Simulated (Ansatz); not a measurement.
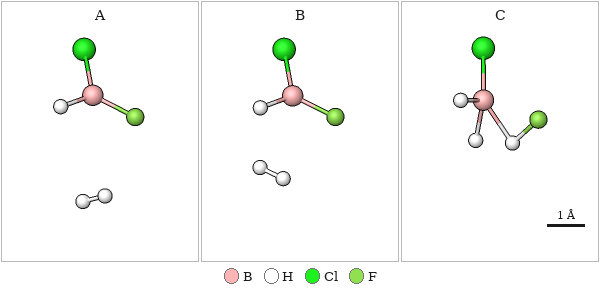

3 geometries from a converged minimum-energy path of BH$_{3}$ClF, shuffled. The picture is a ball-and-stick view, seen at a tilt.

The calculation used RKS B3LYP/def2-SVP in Ansatz 0.2.0. Settings: 5 movable images; climbing image; force threshold 0.03 eV/Å; iteration limit 60; starting path through a guess of the saddle point.

> One of them is the converged climbing image. Which?

C. In order along the path, whose images run from 0 to 6: C (image 3, +14.7 kcal/mol), B (image 5, −31.3 kcal/mol), A (image 6, −31.8 kcal/mol). Breaking: B–H (1.20 → 3.50 Å), F–H (0.94 → 2.79 Å). Forming: B–F (2.12 → 1.32 Å), H–H (2.90 → 0.76 Å).

Cost: 4.2 min on 1 thread of Arm Neoverse V1 (shared host), peak memory 0.12 GiB.
